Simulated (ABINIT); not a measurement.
# RbGeH3 (Pm-3m): from the cell to the phonon bands, part 3 of 6

How does RbGeH3 (Pm-3m) vibrate, and is this structure a minimum?

ABINIT 10.8.3; DFT PBE, scalar-relativistic, plane waves, PseudoDojo norm-conserving pseudopotentials.

So far. Step 6 (Self-consistent run for the response): The cell stands at -0.63 GPa: the relaxation ran with a smoothed and higher cutoff, and the difference is a stress of the finite basis. Step 7 (Linear response at Γ): The acoustic modes at Γ come out as far as 7.7 cm⁻¹ from zero, where they should vanish, a small numerical error. The lowest optical mode is imaginary, 1638i cm⁻¹, an instability at this level and on this k mesh. The relaxed cell has a = 4.158 Å (conventional setting).

The structure was built from a prototype and need not be the compound's stable phase.

### Step 8. Zone-centre analysis

anaddb reads the merged derivatives and imposes the acoustic sum rule.

The input, anaddb.abi:

```
ddb_filepath "gamma_DDB"
output_file "anaddb.abo"
outdata_prefix "anaddb"
asr 1
chneut 1
enunit 2
eivec 1
nph1l 1
qph1l 0.0 0.0 0.0 1.0
```

The input, mrgddb.in:

```
gamma_DDB
merged
2
dfpt_gammao_DDB
gso_DDB
```

On the command line:

```bash
> mrgddb < mrgddb.in > mrgddb.log
> OMP_NUM_THREADS=1 anaddb anaddb.abi > anaddb.log
```

anaddb.abo, the main output file:

```text
-outvars_anaddb: echo values of input variables ----------------------

 Miscellaneous information :
      enunit         2
       eivec         1
         asr         1
 First list of wavevector (reduced coord.) :
       nph1l         1
       qph1l
                     0.00000000E+00  0.00000000E+00  0.00000000E+00    1.000E+00

================================================================================

 read the DDB information and perform some checks

  ==== Info on the Cryst% object ====
 Real(R)+Recip(G) space primitive vectors, cartesian coordinates (Bohr,Bohr^-1):
 R(1)=  7.8578567  0.0000000  0.0000000  G(1)=  0.1272612  0.0000000  0.0000000
 R(2)=  0.0000000  7.8578567  0.0000000  G(2)=  0.0000000  0.1272612  0.0000000
 R(3)=  0.0000000  0.0000000  7.8578567  G(3)=  0.0000000  0.0000000  0.1272612
 Unit cell volume ucvol=  4.8519053E+02 bohr^3
 Angles (23,13,12)=  9.00000000E+01  9.00000000E+01  9.00000000E+01 degrees
 Time-reversal symmetry is present
 Reduced atomic positions [iatom, xred, symbol]:
    1)    0.0000000  0.0000000  0.0000000  Rb
    2)    0.5000000  0.5000000  0.5000000  Ge
    3)    0.5000000  0.5000000  0.0000000   H
    4)    0.5000000  0.0000000  0.5000000   H
    5)    0.0000000  0.5000000  0.5000000   H

 DDB file with 3 blocks has been read.

================================================================================

 Treat the first list of vectors

  Phonon wavevector (reduced coordinates) :  0.00000  0.00000  0.00000
 Phonon energies in Hartree :
  -7.464848E-03 -7.464848E-03 -7.464848E-03  0.000000E+00  0.000000E+00
   0.000000E+00  4.928843E-04  4.928843E-04  4.928843E-04  3.073037E-03
   3.073037E-03  3.073037E-03  3.264728E-03  3.264728E-03  3.264728E-03
 Phonon energies in meV     :
- -2.031289E+02 -2.031289E+02 -2.031289E+02  0.000000E+00  0.000000E+00
-  0.000000E+00  1.341206E+01  1.341206E+01  1.341206E+01  8.362160E+01
-  8.362160E+01  8.362160E+01  8.883777E+01  8.883777E+01  8.883777E+01
 Phonon frequencies in cm-1    :
- -1.638345E+03 -1.638345E+03 -1.638345E+03  0.000000E+00  0.000000E+00
-  0.000000E+00  1.081756E+02  1.081756E+02  1.081756E+02  6.744537E+02
-  6.744537E+02  6.744537E+02  7.165249E+02  7.165249E+02  7.165249E+02
 Phonon frequencies in Thz     :
- -4.911634E+01 -4.911634E+01 -4.911634E+01  0.000000E+00  0.000000E+00
-  0.000000E+00  3.243023E+00  3.243023E+00  3.243023E+00  2.021961E+01
-  2.021961E+01  2.021961E+01  2.148088E+01  2.148088E+01  2.148088E+01
 Phonon energies in Kelvin  :
- -2.357213E+03 -2.357213E+03 -2.357213E+03  0.000000E+00  0.000000E+00
-  0.000000E+00  1.556406E+02  1.556406E+02  1.556406E+02  9.703883E+02
-  9.703883E+02  9.703883E+02  1.030919E+03  1.030919E+03  1.030919E+03

 Eigendisplacements
 (will be given, for each mode : in cartesian coordinates
   for each atom the real part of the displacement vector,
   then the imaginary part of the displacement vector - absolute values smaller than 1.0d-7 are set to zero)
  Mode number    1   Energy   -7.464848E-03
 Attention : low frequency mode.
   (Could be unstable or acoustic mode)
-  1  2.72269537E-05  0.00000000E+00  0.00000000E+00
-     0.00000000E+00  0.00000000E+00  0.00000000E+00
-  2  2.69133903E-04  0.00000000E+00  0.00000000E+00
-     0.00000000E+00  0.00000000E+00  0.00000000E+00
-  3  7.47631396E-04 -2.75313951E-07  0.00000000E+00
-     0.00000000E+00  0.00000000E+00  0.00000000E+00
-  4  7.47631396E-04  8.54034080E-06  0.00000000E+00
-     0.00000000E+00  0.00000000E+00  0.00000000E+00
-  5 -2.31918030E-02 -2.75313951E-07  0.00000000E+00
-     0.00000000E+00  0.00000000E+00  0.00000000E+00
  Mode number    2   Energy   -7.464848E-03
 Attention : low frequency mode.
   (Could be unstable or acoustic mode)
-  1  0.00000000E+00  2.72269537E-05  0.00000000E+00
-     0.00000000E+00  0.00000000E+00  0.00000000E+00
-  2  0.00000000E+00  2.69133903E-04  0.00000000E+00
-     0.00000000E+00  0.00000000E+00  0.00000000E+00
-  3  2.75313951E-07  7.47631396E-04  0.00000000E+00
-     0.00000000E+00  0.00000000E+00  0.00000000E+00
-  4  2.75313951E-07 -2.31918030E-02  0.00000000E+00
-     0.00000000E+00  0.00000000E+00  0.00000000E+00
-  5 -8.54034080E-06  7.47631396E-04  0.00000000E+00
-     0.00000000E+00  0.00000000E+00  0.00000000E+00
  Mode number    3   Energy   -7.464848E-03
 Attention : low frequency mode.
   (Could be unstable or acoustic mode)
-  1  0.00000000E+00  0.00000000E+00  2.72269556E-05
-     0.00000000E+00  0.00000000E+00  0.00000000E+00
-  2  0.00000000E+00  0.00000000E+00  2.69133921E-04
-     0.00000000E+00  0.00000000E+00  0.00000000E+00
-  3  0.00000000E+00  0.00000000E+00 -2.31918045E-02
-     0.00000000E+00  0.00000000E+00  0.00000000E+00
-  4  0.00000000E+00  0.00000000E+00  7.47631447E-04
-     0.00000000E+00  0.00000000E+00  0.00000000E+00
-  5  0.00000000E+00  0.00000000E+00  7.47631447E-04
-     0.00000000E+00  0.00000000E+00  0.00000000E+00
  Mode number    4   Energy    0.000000E+00
 Attention : low frequency mode.
   (Could be unstable or acoustic mode)
-  1  0.00000000E+00  0.00000000E+00 -1.84533292E-03
-     0.00000000E+00  0.00000000E+00  0.00000000E+00
-  2  0.00000000E+00  0.00000000E+00 -1.84528973E-03
-     0.00000000E+00  0.00000000E+00  0.00000000E+00
-  3  0.00000000E+00  0.00000000E+00 -1.84529696E-03
-     0.00000000E+00  0.00000000E+00  0.00000000E+00
-  4  0.00000000E+00  0.00000000E+00 -1.84529868E-03
-     0.00000000E+00  0.00000000E+00  0.00000000E+00
-  5  0.00000000E+00  0.00000000E+00 -1.84529868E-03
-     0.00000000E+00  0.00000000E+00  0.00000000E+00
  Mode number    5   Energy    0.000000E+00
 Attention : low frequency mode.
   (Could be unstable or acoustic mode)
-  1  1.11129047E-06  1.84533259E-03  0.00000000E+00
-     0.00000000E+00  0.00000000E+00  0.00000000E+00
-  2  1.11126447E-06  1.84528940E-03  0.00000000E+00
-     0.00000000E+00  0.00000000E+00  0.00000000E+00
-  3  1.11126985E-06  1.84529835E-03  0.00000000E+00
-     0.00000000E+00  0.00000000E+00  0.00000000E+00
-  4  1.11126985E-06  1.84529663E-03  0.00000000E+00
-     0.00000000E+00  0.00000000E+00  0.00000000E+00
-  5  1.11126882E-06  1.84529835E-03  0.00000000E+00
-     0.00000000E+00  0.00000000E+00  0.00000000E+00
  Mode number    6   Energy    0.000000E+00
 Attention : low frequency mode.
   (Could be unstable or acoustic mode)
-  1  1.84533259E-03 -1.11129175E-06  0.00000000E+00
-     0.00000000E+00  0.00000000E+00  0.00000000E+00
-  2  1.84528940E-03 -1.11126574E-06  0.00000000E+00
-     0.00000000E+00  0.00000000E+00  0.00000000E+00
-  3  1.84529835E-03 -1.11127113E-06  0.00000000E+00
-     0.00000000E+00  0.00000000E+00  0.00000000E+00
-  4  1.84529835E-03 -1.11127009E-06  0.00000000E+00
-     0.00000000E+00  0.00000000E+00  0.00000000E+00
-  5  1.84529663E-03 -1.11127113E-06  0.00000000E+00
-     0.00000000E+00  0.00000000E+00  0.00000000E+00
  Mode number    7   Energy    4.928843E-04
-  1  0.00000000E+00  2.23419194E-07 -1.73355440E-03
-     0.00000000E+00  0.00000000E+00  0.00000000E+00
-  2  0.00000000E+00 -2.56011614E-07  1.98644554E-03
-     0.00000000E+00  0.00000000E+00  0.00000000E+00
-  3  0.00000000E+00 -1.50555619E-07  1.56337372E-03
-     0.00000000E+00  0.00000000E+00  0.00000000E+00
-  4  0.00000000E+00 -2.01486435E-07  1.16819129E-03
-     0.00000000E+00  0.00000000E+00  0.00000000E+00
-  5  0.00000000E+00 -1.50555619E-07  1.16819129E-03
-     0.00000000E+00  0.00000000E+00  0.00000000E+00
  Mode number    8   Energy    4.928843E-04
-  1  0.00000000E+00  1.73355440E-03  2.23419210E-07
-     0.00000000E+00  0.00000000E+00  0.00000000E+00
-  2  0.00000000E+00 -1.98644554E-03 -2.56011633E-07
-     0.00000000E+00  0.00000000E+00  0.00000000E+00
-  3  0.00000000E+00 -1.16819129E-03 -2.01486449E-07
-     0.00000000E+00  0.00000000E+00  0.00000000E+00
-  4  0.00000000E+00 -1.56337372E-03 -1.50555630E-07
-     0.00000000E+00  0.00000000E+00  0.00000000E+00
-  5  0.00000000E+00 -1.16819129E-03 -1.50555630E-07
-     0.00000000E+00  0.00000000E+00  0.00000000E+00
  Mode number    9   Energy    4.928843E-04
-  1  1.73355442E-03  0.00000000E+00  0.00000000E+00
-     0.00000000E+00  0.00000000E+00  0.00000000E+00
-  2 -1.98644555E-03  0.00000000E+00  0.00000000E+00
-     0.00000000E+00  0.00000000E+00  0.00000000E+00
-  3 -1.16819130E-03  0.00000000E+00  0.00000000E+00
-     0.00000000E+00  0.00000000E+00  0.00000000E+00
-  4 -1.16819130E-03  0.00000000E+00  0.00000000E+00
-     0.00000000E+00  0.00000000E+00  0.00000000E+00
-  5 -1.56337373E-03  0.00000000E+00  0.00000000E+00
-     0.00000000E+00  0.00000000E+00  0.00000000E+00
  Mode number   10   Energy    3.073037E-03
-  1  0.00000000E+00  0.00000000E+00  0.00000000E+00
-     0.00000000E+00  0.00000000E+00  0.00000000E+00
-  2  0.00000000E+00  0.00000000E+00  0.00000000E+00
-     0.00000000E+00  0.00000000E+00  0.00000000E+00
-  3  0.00000000E+00  1.82578748E-06  0.00000000E+00
-     0.00000000E+00  0.00000000E+00  0.00000000E+00
-  4  0.00000000E+00  0.00000000E+00  1.64963404E-02
-     0.00000000E+00  0.00000000E+00  0.00000000E+00
-  5  0.00000000E+00 -1.82578748E-06 -1.64963404E-02
-     0.00000000E+00  0.00000000E+00  0.00000000E+00
  Mode number   11   Energy    3.073037E-03
-  1  0.00000000E+00  0.00000000E+00  0.00000000E+00
-     0.00000000E+00  0.00000000E+00  0.00000000E+00
-  2  0.00000000E+00  0.00000000E+00  0.00000000E+00
-     0.00000000E+00  0.00000000E+00  0.00000000E+00
-  3  1.64509932E-07 -1.64963403E-02  0.00000000E+00
-     0.00000000E+00  0.00000000E+00  0.00000000E+00
-  4 -1.64509931E-07  0.00000000E+00  1.82578709E-06
-     0.00000000E+00  0.00000000E+00  0.00000000E+00
-  5  0.00000000E+00  1.64963403E-02 -1.82578709E-06
-     0.00000000E+00  0.00000000E+00  0.00000000E+00
  Mode number   12   Energy    3.073037E-03
-  1  0.00000000E+00  0.00000000E+00  0.00000000E+00
-     0.00000000E+00  0.00000000E+00  0.00000000E+00
-  2  0.00000000E+00  0.00000000E+00  0.00000000E+00
-     0.00000000E+00  0.00000000E+00  0.00000000E+00
-  3  1.64963405E-02  1.64505547E-07  0.00000000E+00
-     0.00000000E+00  0.00000000E+00  0.00000000E+00
-  4 -1.64963405E-02  0.00000000E+00  0.00000000E+00
-     0.00000000E+00  0.00000000E+00  0.00000000E+00
-  5  0.00000000E+00 -1.64505547E-07  0.00000000E+00
-     0.00000000E+00  0.00000000E+00  0.00000000E+00
  Mode number   13   Energy    3.264728E-03
-  1  0.00000000E+00  0.00000000E+00  8.57365299E-05
-     0.00000000E+00  0.00000000E+00  0.00000000E+00
-  2  0.00000000E+00  0.00000000E+00  3.62854271E-04
-     0.00000000E+00  0.00000000E+00  0.00000000E+00
-  3  0.00000000E+00  4.36583341E-07 -7.41242645E-04
-     0.00000000E+00  0.00000000E+00  0.00000000E+00
-  4  0.00000000E+00  0.00000000E+00 -1.63340288E-02
-     0.00000000E+00  0.00000000E+00  0.00000000E+00
-  5  0.00000000E+00  4.36583341E-07 -1.63340288E-02
-     0.00000000E+00  0.00000000E+00  0.00000000E+00
  Mode number   14   Energy    3.264728E-03
-  1  0.00000000E+00  8.57365297E-05  0.00000000E+00
-     0.00000000E+00  0.00000000E+00  0.00000000E+00
-  2  0.00000000E+00  3.62854270E-04  0.00000000E+00
-     0.00000000E+00  0.00000000E+00  0.00000000E+00
-  3 -1.07746746E-06 -1.63340288E-02  0.00000000E+00
-     0.00000000E+00  0.00000000E+00  0.00000000E+00
-  4 -1.07746746E-06 -7.41242643E-04 -4.36581859E-07
-     0.00000000E+00  0.00000000E+00  0.00000000E+00
-  5  0.00000000E+00 -1.63340288E-02 -4.36581859E-07
-     0.00000000E+00  0.00000000E+00  0.00000000E+00
  Mode number   15   Energy    3.264728E-03
-  1  8.57365297E-05  0.00000000E+00  0.00000000E+00
-     0.00000000E+00  0.00000000E+00  0.00000000E+00
-  2  3.62854270E-04  0.00000000E+00  0.00000000E+00
-     0.00000000E+00  0.00000000E+00  0.00000000E+00
-  3 -1.63340288E-02  1.07746686E-06  0.00000000E+00
-     0.00000000E+00  0.00000000E+00  0.00000000E+00
-  4 -1.63340288E-02  0.00000000E+00  0.00000000E+00
-     0.00000000E+00  0.00000000E+00  0.00000000E+00
-  5 -7.41242644E-04  1.07746686E-06  0.00000000E+00
-     0.00000000E+00  0.00000000E+00  0.00000000E+00

 Analysis of degeneracies and characters (maximum tolerance=1.00E-06 a.u.)
 For each vibration mode, or group of modes if degenerate,
 the characters are given for each symmetry operation (see the list in the log file).
 Symmetry characters of vibration mode #   1
       degenerate with vibration modes #   2 to    3
  3.0 -3.0 -1.0  1.0 -1.0  1.0 -1.0  1.0  1.0 -1.0 -1.0  1.0  1.0 -1.0 -1.0  1.0
 -0.0  0.0  0.0 -0.0  0.0 -0.0 -0.0  0.0  1.0 -1.0 -1.0  1.0 -1.0  1.0  1.0 -1.0
 -0.0  0.0  0.0 -0.0 -0.0  0.0  0.0 -0.0  1.0 -1.0  1.0 -1.0 -1.0  1.0 -1.0  1.0
 Symmetry characters of vibration mode #   4
       degenerate with vibration modes #   5 to    6
  3.0 -3.0 -1.0  1.0 -1.0  1.0 -1.0  1.0  1.0 -1.0 -1.0  1.0  1.0 -1.0 -1.0  1.0
  0.0 -0.0  0.0 -0.0 -0.0  0.0 -0.0  0.0  1.0 -1.0 -1.0  1.0 -1.0  1.0  1.0 -1.0
  0.0 -0.0 -0.0  0.0 -0.0  0.0  0.0 -0.0  1.0 -1.0  1.0 -1.0 -1.0  1.0 -1.0  1.0
 Symmetry characters of vibration mode #   7
       degenerate with vibration modes #   8 to    9
  3.0 -3.0 -1.0  1.0 -1.0  1.0 -1.0  1.0  1.0 -1.0 -1.0  1.0  1.0 -1.0 -1.0  1.0
 -0.0  0.0 -0.0  0.0  0.0 -0.0  0.0 -0.0  1.0 -1.0 -1.0  1.0 -1.0  1.0  1.0 -1.0
 -0.0  0.0  0.0 -0.0  0.0 -0.0 -0.0  0.0  1.0 -1.0  1.0 -1.0 -1.0  1.0 -1.0  1.0
 Symmetry characters of vibration mode #  10
       degenerate with vibration modes #  11 to   12
  3.0 -3.0 -1.0  1.0 -1.0  1.0 -1.0  1.0 -1.0  1.0  1.0 -1.0 -1.0  1.0  1.0 -1.0
  0.0 -0.0  0.0 -0.0 -0.0  0.0 -0.0  0.0 -1.0  1.0  1.0 -1.0  1.0 -1.0 -1.0  1.0
  0.0 -0.0 -0.0  0.0 -0.0  0.0  0.0 -0.0 -1.0  1.0 -1.0  1.0  1.0 -1.0  1.0 -1.0
 Symmetry characters of vibration mode #  13
       degenerate with vibration modes #  14 to   15
  3.0 -3.0 -1.0  1.0 -1.0  1.0 -1.0  1.0  1.0 -1.0 -1.0  1.0  1.0 -1.0 -1.0  1.0
  0.0 -0.0 -0.0  0.0  0.0 -0.0 -0.0  0.0  1.0 -1.0 -1.0  1.0 -1.0  1.0  1.0 -1.0
  0.0 -0.0  0.0 -0.0 -0.0  0.0 -0.0  0.0  1.0 -1.0  1.0 -1.0 -1.0  1.0 -1.0  1.0
-
```

Run time: 0.59 s. Hardware: 1 thread of Arm Neoverse N1, shared host.

Numbers from this step:

* highest optical zone-centre mode (no LO-TO term): 716.5 cm⁻¹

No LO-TO term; unit eigenvectors of the mass-weighted matrix, from anaddb's displacements. Modes at Γ, with each element's share of the kinetic energy (negative means imaginary):

| mode | frequency (cm⁻¹) | symmetry | Rb % | Ge % | H % |
| --- | --- | --- | --- | --- | --- |
| 1 | -1638.3 | T1u | 0 | 1 | 99 |
| 2 | -1638.3 | T1u | 0 | 1 | 99 |
| 3 | -1638.3 | T1u | 0 | 1 | 99 |
| 4 | 0.0 | acoustic | 53 | 45 | 2 |
| 5 | 0.0 | acoustic | 53 | 45 | 2 |
| 6 | 0.0 | acoustic | 53 | 45 | 2 |
| 7 | 108.2 | T1u | 47 | 52 | 1 |
| 8 | 108.2 | T1u | 47 | 52 | 1 |
| 9 | 108.2 | T1u | 47 | 52 | 1 |
| 10 | 674.5 | T2u | 0 | 0 | 100 |
| 11 | 674.5 | T2u | 0 | 0 | 100 |
| 12 | 674.5 | T2u | 0 | 0 | 100 |
| 13 | 716.5 | T1u | 0 | 2 | 98 |
| 14 | 716.5 | T1u | 0 | 2 | 98 |
| 15 | 716.5 | T1u | 0 | 2 | 98 |

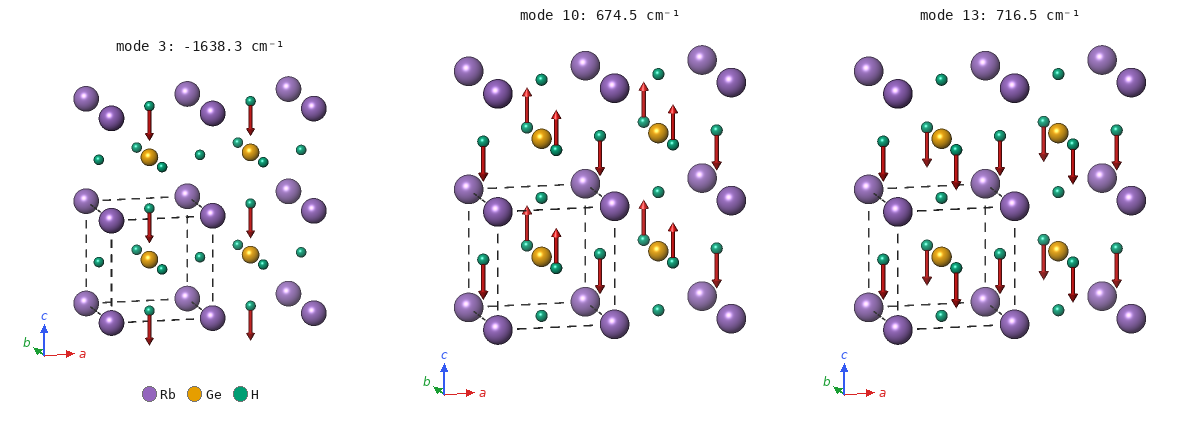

Displacement patterns of modes 3, 10 and 13 at Γ; arrows are exaggerated. 2×1×2 cells are drawn. Some periodic images of atoms are drawn too.

The rule moves no optical mode by more than 0.3 cm⁻¹.

(Continued in part 4 of 6.)

[Host names and launcher messages were left out of these logs when they were recorded.]

[Logs are printed without paths, hosts, clocks, repeated set-up lines and the standing remarks that a program may print on its own settings, such as how far it seeks lower states.]

[Hosts, paths, dates, database ids (printed as entryN), source tags and the programs' standing remarks are cut or masked in the printed files.]
